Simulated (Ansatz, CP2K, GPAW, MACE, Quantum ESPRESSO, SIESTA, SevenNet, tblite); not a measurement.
# GPAW on twisted graphene double bilayer, 27.80° (104 atoms): settings against a plane-wave reference

Wanted: GPAW inputs and outputs for twisted graphene double bilayer, 27.80° (104 atoms), checked against a plane-wave reference.

Calculated with GPAW 26.7.0; the method is named at each step.

## 1. The starting structure

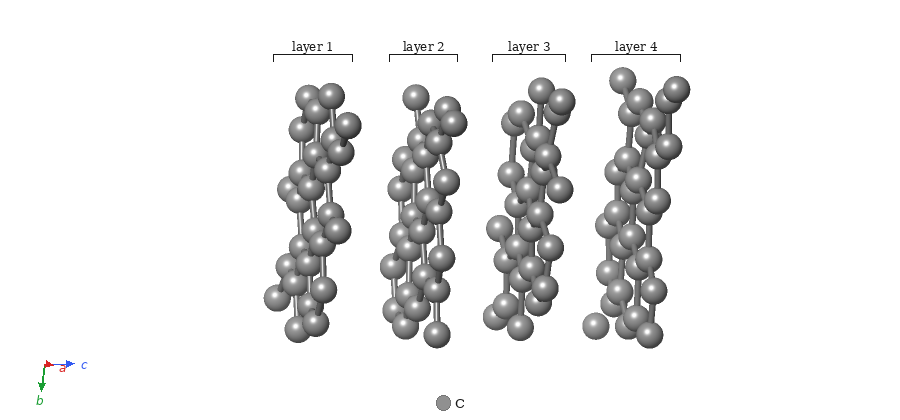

The cell as given, from the side, with the c axis across the page (carbon grey). Bonds to atoms that aren't drawn are left out. Some periodic images of atoms are drawn too.

The cell holds 104 atoms: 104 C. Cell: a = 8.870 Å, b = 8.870 Å, c = 24.180 Å, α = 90.0°, β = 90.0°, γ = 120.0°. It derives from C (graphene). Graphene (a = 2.46 Å) under graphene (a = 2.46 Å), double bilayer, commensurate cell of 13 unit cells a layer, twist 27.80 deg; facing planes 3.33, 3.52, 3.33 Å apart as built; 14 Å of vacuum; minimised with a classical potential. Then every atom was moved at random, 0.05 Å r.m.s. a Cartesian component. Regions: layer 1, 26 atoms (26 C); layer 2, 26 atoms (26 C); layer 3, 26 atoms (26 C); layer 4, 26 atoms (26 C). Vacuum lies along c.

The yardstick, on the same geometry:

```
method                 : Kohn-Sham DFT, PBE, SSSP efficiency 1.3.0 pseudopotentials, plane waves (Quantum ESPRESSO 7.5); sssp-pbe-1.3.0-efficiency, cutoffs 45/360 Ry, Γ point
r.m.s. force component : 2.969 eV/Å
longest force          : 12.73 eV/Å
time                   : 3.6 min on 4 MPI ranks of Arm Neoverse V2, shared host
CPU time               : 14 min
```

## 2. PBE, LCAO dzp, h 0.2 Å

Method: Kohn-Sham DFT, PBE, PAW, atomic orbitals (dzp).

run.py

```python
import numpy as np
from ase.io import read
from gpaw import GPAW, FermiDirac

atoms = read("structure.xyz")
atoms.calc = GPAW(
    mode="lcao",
    basis="dzp",
    h=0.2,
    xc="PBE",
    kpts={"size": (1, 1, 1), "gamma": True},
    occupations=FermiDirac(0.05),
    maxiter=200,
    symmetry={"point_group": False},
    txt="gpaw.txt",
)
energy = atoms.get_potential_energy(force_consistent=True)
forces = atoms.get_forces()
print(f"energy {energy:.6f} eV")
print("forces (eV/A)")
for i, (a, f) in enumerate(zip(atoms, forces)):
    print(f"{i:4d} {a.symbol:2s} {f[0]:10.5f} {f[1]:10.5f} {f[2]:10.5f}")
print(f"Fermi level {atoms.calc.get_fermi_level():.4f} eV")
for k in range(len(atoms.calc.get_ibz_k_points())):
    for s in range(atoms.calc.get_number_of_spins()):
        e = atoms.calc.get_eigenvalues(kpt=k, spin=s)
        n = np.searchsorted(e, atoms.calc.get_fermi_level())
        print(f"k {k} spin {s} levels about the Fermi level:", np.round(e[max(n - 6, 0):n], 4).tolist(), "|", np.round(e[n:n + 6], 4).tolist())
```

structure.xyz

```xyz
104
Lattice="8.86970 0.00000 0.00000 -4.43485 7.68139 0.00000 0.00000 0.00000 24.18000" Properties=species:S:1:pos:R:3 pbc="T T T"
C 0.27567 1.43780 7.02598
C 1.33799 0.43707 7.02792
C -0.36574 3.62339 7.05476
C 0.69632 2.76015 6.93990
C -1.01190 6.20265 7.06757
C -0.03038 5.06042 7.08740
C 2.74318 0.80232 7.04629
C -0.63214 7.60442 7.07072
C 2.08269 3.17426 6.96577
C 2.97015 2.13504 6.94764
C 1.39560 5.51762 7.03179
C 2.37043 4.48562 7.03396
C 5.12842 0.26432 7.01534
C 1.68143 6.81508 7.01679
C 4.47082 2.56105 7.02115
C 5.41154 1.59950 7.04968
C 3.70257 4.84127 7.00567
C 4.77957 3.93402 7.06467
C 3.06036 7.30277 6.91959
C 3.99447 6.25065 6.99020
C 6.74856 1.93456 7.00857
C 7.83731 1.08023 7.02139
C 6.15273 4.36364 7.02647
C -1.66267 3.33011 7.03275
C -3.45395 6.72798 6.95489
C -2.31371 5.72824 7.10916
C 0.74270 2.69502 10.44987
C 1.69447 1.74014 10.45712
C -0.02967 5.12280 10.44673
C 0.98596 4.09372 10.39063
C -0.58833 7.51793 10.42545
C 0.29328 6.55107 10.35291
C 3.05725 2.16239 10.36040
C 4.15528 1.13577 10.32002
C 2.35863 4.51973 10.38120
C 3.40672 3.55380 10.39256
C 1.64994 6.90588 10.36645
C 2.69923 5.91421 10.41844
C 5.44440 1.69098 10.32027
C 6.44552 0.64938 10.39547
C 4.83279 3.83755 10.43488
C 5.90886 2.89704 10.47236
C 4.09904 6.26832 10.51032
C 5.13990 5.26267 10.46607
C 7.88042 1.02785 10.32486
C 4.41543 7.63330 10.45833
C -1.71274 3.33864 10.49194
C -0.72714 2.39951 10.45060
C -2.49012 5.75328 10.40248
C -1.37006 4.76054 10.47598
C 1.36092 0.44083 10.37902
C -1.99985 7.08286 10.39015
C 6.18546 0.76153 13.87956
C 5.75918 2.12606 13.66484
C 4.33804 2.65799 13.81718
C 4.06538 3.96029 13.74536
[... 44 atom lines left out ...]
C 5.75142 2.13750 17.11823
C 5.43141 3.52353 17.15644
C 4.09545 3.90668 17.15402
C 3.78705 5.37398 17.20020
```

Command:

```sh
$ OMP_NUM_THREADS=1 python run.py > output.txt
```

The log of the run:

```text
energy -907.487333 eV
forces (eV/A)
   0 C     4.33621   -1.15853   -0.62368
   1 C    -0.74366   -1.83315   -0.31305
   2 C     2.98346    6.01644   -0.32414
   3 C     0.65476   -0.20555    0.89124
   4 C     2.67117   -3.20142    0.53564
   5 C     0.95661    2.86752   -0.42172
   6 C    -3.36098   -0.10510   -0.35416
   7 C    -1.41684   -3.78549   -0.24127
   8 C    -4.50340   -3.10013   -0.24202
   9 C     6.49570    2.90999    0.67747
  10 C    -3.98140   -4.80681    0.31822
  11 C     0.87823    2.49264   -0.39684
  12 C     0.38863   -4.11363    0.34219
  13 C     1.37884    7.42472   -0.62080
  14 C    -5.21359    0.98900   -0.09788
  15 C     2.45310   -0.71674   -0.50229
  16 C     1.46724    2.48462    0.38759
  17 C     0.71614   -0.00154   -0.68443
  18 C    -1.05112   -0.50129    1.22960
  19 C     3.54889    1.84205   -0.69159
  20 C     3.01357    3.90793    0.32919
  21 C    -2.85280   -5.14732   -0.65086
  22 C     1.57553   -0.98522    0.75826
  23 C    -6.55052   -1.44635   -0.04874
[...]
96 C     5.03022    7.03773    0.06195
  97 C    -8.18220  -10.97559    0.24854
  98 C     0.86708    1.73602    0.85788
  99 C     2.79801   -4.50044   -0.92577
 100 C     2.70710   -0.56835    0.58979
 101 C     1.17413    0.03416   -0.25738
 102 C    -0.08720    3.70368   -0.29507
 103 C    -3.72674   -4.70955   -0.49868
Fermi level 1.4053 eV
k 0 spin 0 levels about the Fermi level: [-0.0896, -0.0538, -0.0108, 0.0341, 0.0994, 0.148] | [2.8207, 2.9015, 2.9739, 2.983, 3.0756, 3.0884]
```

gpaw.txt:

```text
Input parameters:
  mode=LCAO(),
  basis={'default': 'dzp'},
  h=0.2,
  kpts=MonkhorstPack(size=(1, 1, 1), gamma=True),
  maxiter=200,
  occupations=Occupations(name='fermi-dirac', width=0.05, fixmagmom=False),
  symmetry=Symmetry(point_group=False),
  xc=XC(name='PBE')
Unit cell  # Å
| periodic |         x |        y |         z |   lengths |     angles |
|----------|-----------|----------|-----------|-----------|------------|
|      yes |  8.869700 | 0.000000 |  0.000000 |  8.869700 |  90.000000 |
|      yes | -4.434850 | 7.681390 |  0.000000 |  8.869704 |  90.000000 |
|      yes |  0.000000 | 0.000000 | 24.180000 | 24.180000 | 119.999986 |
Number of symmetries: 1
Symmetry operations  # r_c * U_cc + t_c -> r_c
|   | kind |            matrix            |
|---|------|------------------------------|
| 0 |  E   |  1, 0, 0,  0, 1, 0,  0, 0, 1 |
BZ-sampling:
  Number of BZ points: 1
  Number of IBZ points: 1
  Monkhorst-Pack size: [1, 1, 1]
  Monkhorst-Pack shift: [0, 0, 0]
[... lines left out ...]
eigensolver:
density mixing:
  MSR1-Mixer
occupation numbers:
  Fermi-Dirac:
    width: 0.0500  # eV
FastPoissonSolver using
    Stencil: 8*3+1=25 point O(h^6) finite-difference Laplacian
xc functional:
  name: PBE with 2 nearest neighbor stencil
interpolation: tri-quintic # 5. degree polynomial
Initialization done in: 7.327 s
convergence criteria:
- Maximum [total energy] change in last 3 cyles: 0.0005 eV / valence electron
- Maximum integral of absolute [dens]ity change: 0.0001 electrons / valence electron
- Maximum integral of absolute [eigenst]ate change: 4e-08 eV^2 / valence electron
maximum number of iterations: 200
SCF iterations
|iter     |      energy | eigst |  dens |
|---------|-------------|-------|-------|
|iter:   1| -924.753266 |      c|       |
|iter:   2| -922.096636 |      c| -0.90 |
|iter:   3| -907.414739 |      c| -0.93 |
|iter:   4| -907.775248 |      c| -1.59 |
|iter:   5| -907.487915 |      c| -2.01 |
|iter:   6| -907.498365 |      c| -2.27 |
|iter:   7| -907.487497c|      c| -2.79 |
|iter:   8| -907.487414c|      c| -3.63 |
|iter:   9| -907.487336c|      c| -3.88 |
|iter:  10| -907.487333c|      c| -4.32c|
Converged in 10 steps
SCF loop duration: 74.336 s (7.434 s/step)
Energy contributions relative to reference atoms: (reference = -106873.324010)
Energy contributions:
  Kinetic:         852.674703
  Coulomb:        -852.888764
  Zero:             18.429612
  External:          0.000000
  Xc:             -925.702884
  Entropy:          -0.000000
  Spinorbit:         0.000000
  ----------------------------
  Free energy:    -907.487333
  Extrapolated:   -907.487333
dipole moment: (-5.857519, 51.380453, -0.003782)  # |e|*Ang
Fermi level: 1.405
Eigenvalues  # (at kpt = [0.000, 0.000, 0.000])
| band index |      eig [eV] | occ [0-2] |
|------------|---------------|-----------|
|          0 |       -18.219 |     2.000 |
|        ... |               |           |
|        200 |        -0.217 |     2.000 |
|        201 |        -0.128 |     2.000 |
[...]
|        215 |         3.192 |     0.000 |
|        ... |               |           |
|        253 |         8.627 |     0.000 |
Gap: 2.673 eV
Transition (v -> c):
  (s=0, k=0, n=207, [0.00, 0.00, 0.00]) -> (s=0, k=0, n=208, [0.00, 0.00, 0.00])
No difference between direct/indirect transitions
Force computation time: 16.454  # s
timing:  # [seconds]
  Total:  98.142  # ━━━━━━━━━━━━━━━━━━━━━━━━━━━━━━━━━━━━━━━━━━━━━━━━━━━━━━━━━
  Init:    7.327  # ━━━━╸
  SCF:    74.336  # ━━━━━━━━━━━━━━━━━━━━━━━━━━━━━━━━━━━━━━━━━━━
  Forces: 16.454  # ━━━━━━━━━╸
```

It took 99 s on 1 thread of Arm Neoverse V2, shared host; peak memory 1 GiB.

Banners, paths, timers and routine set-up lines are dropped from the logs unmarked, and long logs keep their key lines alone; longer cuts are marked.

Numbers from this run, and their distance from the reference:

```
r.m.s. force component                  : 3.141 eV/Å
r.m.s. difference of force components   : 202.6 meV/Å
longest difference of force vectors     : 969.1 meV/Å
force difference over r.m.s. force      : 6.823 %
slope of forces against the reference's : 1.057
correlation of force components         : 0.9994
```

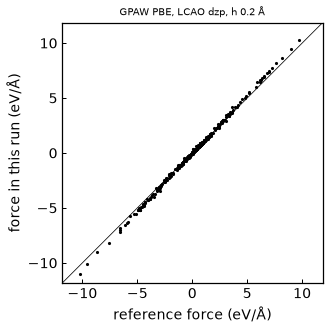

Force components against those of the reference; the line marks equality.

A closer look about C7, picked at random: 10 atoms, nearest first, numbered in the order of the input, with positions taken from that point.

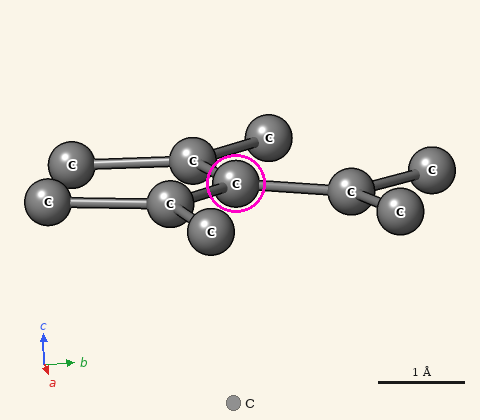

The atoms of the table, within 2.5 Å (arrows a, b, c point along x, y, z); some may hide others; the central atom is ringed.

```csv
atom,x,y,z,distance (Å),bonds,Fx,Fy,Fz (eV/Å)
C7,0.00,0.00,0.00,0.00,3,-3.36,-0.11,-0.35
C10,0.23,1.33,-0.10,1.36,3,6.50,2.91,0.68
C8,1.06,-0.88,0.02,1.38,3,-1.42,-3.79,-0.24
C2,-1.41,-0.37,-0.02,1.45,3,-0.74,-1.83,-0.31
C5,0.68,-2.28,0.02,2.38,3,2.67,-3.20,0.54
C13,2.39,-0.54,-0.03,2.45,3,0.39,-4.11,0.34
C9,-0.66,2.37,-0.08,2.46,3,-4.50,-3.10,-0.24
C15,1.73,1.76,-0.03,2.47,3,-5.21,0.99,-0.10
C25,-1.76,-1.76,-0.09,2.49,3,0.68,-1.52,1.49
C1,-2.47,0.64,-0.02,2.55,3,4.34,-1.16,-0.62
```

Atoms are counted from 1 here, from 0 in the log.

Forces lie 6.8 % from the reference's, at 0.12 times its CPU time (on 1 against 4 cores).

## 3. PBE, LCAO dzp, h 0.16 Å

Method: Kohn-Sham DFT, PBE, PAW, atomic orbitals (dzp).

Changes to run.py since step 2:

```diff
@@ -3,2 +3,3 @@
 from gpaw import GPAW, FermiDirac
+from ase.parallel import parprint as print
 
@@ -8,3 +9,3 @@
     basis="dzp",
-    h=0.2,
+    h=0.16,
     xc="PBE",
```

structure.xyz is that of step 2.

Command:

```sh
$ OMP_NUM_THREADS=1 mpirun -np 2 gpaw python run.py > output.txt
```

The log of the run:

```text
energy -915.037523 eV
forces (eV/A)
   0 C     4.33901   -1.16408   -0.59658
   1 C    -0.74517   -1.83396   -0.30678
   2 C     2.98242    6.04053   -0.30941
   3 C     0.66122   -0.23068    0.89414
   4 C     2.65949   -3.18882    0.54165
   5 C     0.97647    2.86234   -0.41720
   6 C    -3.39059   -0.10484   -0.35113
   7 C    -1.40956   -3.79661   -0.24432
   8 C    -4.53373   -3.06478   -0.26044
   9 C     6.50670    2.90030    0.68031
  10 C    -3.98923   -4.77970    0.31198
  11 C     0.88009    2.46579   -0.40125
[...]
99 C     2.82883   -4.48464   -0.93468
 100 C     2.69805   -0.59411    0.60021
 101 C     1.18694    0.02292   -0.27065
 102 C    -0.08744    3.69819   -0.30262
 103 C    -3.74097   -4.69633   -0.49307
Fermi level 1.4002 eV
k 0 spin 0 levels about the Fermi level: [-0.0928, -0.0569, -0.0139, 0.0311, 0.0964, 0.1447] | [2.8167, 2.8977, 2.9698, 2.9791, 3.0717, 3.0843]
```

gpaw.txt:

```text
Input parameters:
  mode=LCAO(),
  basis={'default': 'dzp'},
  h=0.16,
  kpts=MonkhorstPack(size=(1, 1, 1), gamma=True),
  maxiter=200,
  occupations=Occupations(name='fermi-dirac', width=0.05, fixmagmom=False),
  symmetry=Symmetry(point_group=False),
  xc=XC(name='PBE')
[... lines left out ...]
  Fermi-Dirac:
[... lines left out ...]
convergence criteria:
- Maximum [total energy] change in last 3 cyles: 0.0005 eV / valence electron
[... lines left out ...]
Converged in 10 steps
[... lines left out ...]
  Free energy:    -915.037523
[... lines left out ...]
dipole moment: (-5.902053, 51.432039, -0.003393)  # |e|*Ang
Fermi level: 1.400
Eigenvalues  # (at kpt = [0.000, 0.000, 0.000])
| band index |      eig [eV] | occ [0-2] |
|------------|---------------|-----------|
|          0 |       -18.214 |     2.000 |
|        ... |               |           |
|        200 |        -0.220 |     2.000 |
|        201 |        -0.131 |     2.000 |
[...]
|        215 |         3.188 |     0.000 |
|        ... |               |           |
|        253 |         8.619 |     0.000 |
Gap: 2.672 eV
Transition (v -> c):
  (s=0, k=0, n=207, [0.00, 0.00, 0.00]) -> (s=0, k=0, n=208, [0.00, 0.00, 0.00])
No difference between direct/indirect transitions
Force computation time: 12.422  # s
```

Run time: 82 s. Hardware: 2 MPI ranks; peak memory 1.9 GiB.

Against the reference:

```
r.m.s. force component                          : 3.142 eV/Å
r.m.s. difference of force components           : 203 meV/Å
longest difference of force vectors             : 990.3 meV/Å
force difference over r.m.s. force              : 6.838 %
slope of forces against the reference's         : 1.058
correlation of force components                 : 0.9994
energy less the same-level run's                : -72.6 meV/atom
r.m.s. force difference from the same-level run : 16.01 meV/Å
```

Against the first run (6.8 %), the force difference from the reference is 6.8 %, at 1.6 times the CPU time (on 2 against 1 cores): the change moves forces by 16 meV/Å r.m.s., so most of the difference comes from elsewhere.

## 4. LDA, LCAO dzp, h 0.2 Å

Method: Kohn-Sham DFT, LDA, PAW, atomic orbitals (dzp).

Changes to run.py since step 3:

```diff
@@ -3,3 +3,2 @@
 from gpaw import GPAW, FermiDirac
-from ase.parallel import parprint as print
 
@@ -9,4 +8,4 @@
     basis="dzp",
-    h=0.16,
-    xc="PBE",
+    h=0.2,
+    xc="LDA",
     kpts={"size": (1, 1, 1), "gamma": True},
```

structure.xyz is that of step 3.

Command:

```sh
$ OMP_NUM_THREADS=1 python run.py > output.txt
```

The log of the run:

```text
energy -999.315489 eV
forces (eV/A)
   0 C     4.28395   -1.12479   -0.58765
   1 C    -0.73021   -1.79104   -0.27203
   2 C     2.95653    5.93224   -0.29650
   3 C     0.62268   -0.20989    1.00835
   4 C     2.62883   -3.15681    0.61840
   5 C     0.96135    2.82662   -0.37913
   6 C    -3.30461   -0.08184   -0.31640
   7 C    -1.40765   -3.73410   -0.20333
   8 C    -4.46263   -3.07730   -0.17457
   9 C     6.41265    2.88026    0.78575
  10 C    -3.90503   -4.76718    0.38433
  11 C     0.87968    2.45823   -0.37039
[...]
99 C     2.75056   -4.42983   -1.03283
 100 C     2.66333   -0.56533    0.55684
 101 C     1.15243    0.02654   -0.33503
 102 C    -0.07203    3.64031   -0.38201
 103 C    -3.66735   -4.64800   -0.58580
Fermi level 1.1521 eV
k 0 spin 0 levels about the Fermi level: [-0.3743, -0.3418, -0.2946, -0.2497, -0.1837, -0.137] | [2.4854, 2.5634, 2.6396, 2.6402, 2.7377, 2.7537]
```

gpaw.txt:

```text
Input parameters:
  mode=LCAO(),
  basis={'default': 'dzp'},
  h=0.2,
  kpts=MonkhorstPack(size=(1, 1, 1), gamma=True),
  maxiter=200,
  occupations=Occupations(name='fermi-dirac', width=0.05, fixmagmom=False),
  symmetry=Symmetry(point_group=False),
  xc=XC(name='LDA')
Unit cell  # Å
[... lines left out ...]
  Fermi-Dirac:
[... lines left out ...]
convergence criteria:
- Maximum [total energy] change in last 3 cyles: 0.0005 eV / valence electron
[... lines left out ...]
Converged in 10 steps
[... lines left out ...]
  Free energy:    -999.315489
[... lines left out ...]
Fermi level: 1.152
[... lines left out ...]
|          0 |       -18.297 |     2.000 |
|        ... |               |           |
|        200 |        -0.508 |     2.000 |
|        201 |        -0.413 |     2.000 |
[...]
|        215 |         2.862 |     0.000 |
|        ... |               |           |
|        253 |         8.274 |     0.000 |
Gap: 2.622 eV
Transition (v -> c):
  (s=0, k=0, n=207, [0.00, 0.00, 0.00]) -> (s=0, k=0, n=208, [0.00, 0.00, 0.00])
No difference between direct/indirect transitions
Force computation time: 16.664  # s
timing:  # [seconds]
  Total:  89.499  # ━━━━━━━━━━━━━━━━━━━━━━━━━━━━━━━━━━━━━━━━━━━━━━━━━━━━━━━━━
  Init:    5.598  # ━━━╸
  SCF:    67.209  # ━━━━━━━━━━━━━━━━━━━━━━━━━━━━━━━━━━━━━━━━━━━
  Forces: 16.664  # ━━━━━━━━━━╸
```

Wall time 91 s (1 thread); peak memory 1 GiB.

Against the reference:

```yaml
r_m_s_force_component: 3.106 eV/Å
r_m_s_difference_of_force_components: 167.3 meV/Å
longest_difference_of_force_vectors: 826.8 meV/Å
force_difference_over_r_m_s_force: 5.636 %
slope_of_forces_against_the_reference_s: 1.046
correlation_of_force_components: 0.9995
```

Against the first run (6.8 %), the force difference from the reference is 5.6 %, at 0.91 times the CPU time; another functional landing nearer a PBE reference means that errors partly cancel.

## 5. The ladder

Differences are against the plane-wave reference, forces as r.m.s. over components; share is that over the reference's r.m.s. force, slope the least-squares factor from reference forces to these. Total energies of different programs have different zeros and aren't compared.

```csv
run,"Δ force, r.m.s. (meV/Å)",share (%),slope,cores,CPU time,memory (GiB)
reference,-,-,-,4,14 min,4.3
"GPAW PBE, LCAO dzp, h 0.2 Å",203,6.82,1.057,1,99 s,1.0
"GPAW PBE, LCAO dzp, h 0.16 Å",203,6.84,1.058,2,2.7 min,1.9
"GPAW LDA, LCAO dzp, h 0.2 Å",167,5.64,1.046,1,91 s,1.0
```

CPU time is summed over cores on a shared host, where runs went side by side, so it is rough. Symmetry, cutoffs, thresholds, outputs and thread counts weren't matched or tuned between programs; memory under MPI is the largest rank's times the ranks.

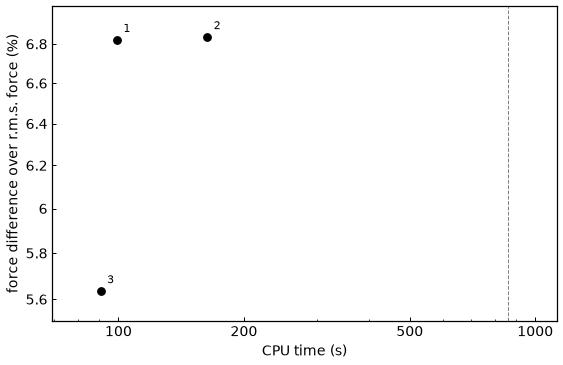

Force difference against CPU time; the dashed line marks the reference's time. Points: 1 GPAW PBE, LCAO dzp, h 0.2 Å; 2 GPAW PBE, LCAO dzp, h 0.16 Å; 3 GPAW LDA, LCAO dzp, h 0.2 Å.

Within one program, basis, potentials and functional, energies share a zero. Each run against its twin at the usual cutoff or grid and solver:

```csv
run,twin,Δ energy (meV/atom),"Δ force, r.m.s. (meV/Å)",CPU time over the twin's
"GPAW PBE, LCAO dzp, h 0.16 Å","LCAO dzp, h 0.2 Å",-72.6,16.0,1.6 (this twin ran on 1 cores)
```

## 6. Results

```
nearest in forces : GPAW LDA, LCAO dzp, h 0.2 Å, 5.6 %
its CPU time      : 91 s
```

The PBE runs in local orbitals differ by 6.8 % in each run; basis, grid and potentials can all enter. Rows with another functional or a dispersion term differ by 5.6 % (GPAW LDA, LCAO dzp, h 0.2 Å), which mixes the change of model with differences of basis and potentials. Of the electronic-structure runs that take under half the reference's CPU time, GPAW LDA, LCAO dzp, h 0.2 Å comes nearest, at 5.6 % in 91 s against 14 min. The reference's PBE has no dispersion term, which matters for the binding between molecules or layers. One k-point is far too coarse for the carbon or group-IV sheet, and it can put spurious forces of up to about 1 eV/Å on the sheet's atoms. The electronic-structure runs sample only Γ, in a cell whose shortest periodic width is 8 Å.

[Also dropped from logs without a mark: logging warnings of Python, and SIESTA's first energy breakdown and zero terms.]

[Logs are printed without paths, hosts, clocks, repeated set-up lines and the standing remarks that a program may print on its own settings, such as how far it seeks lower states.]

[Hosts, paths, dates, database ids (printed as entryN), source tags and the programs' standing remarks are cut or masked in the printed files.]
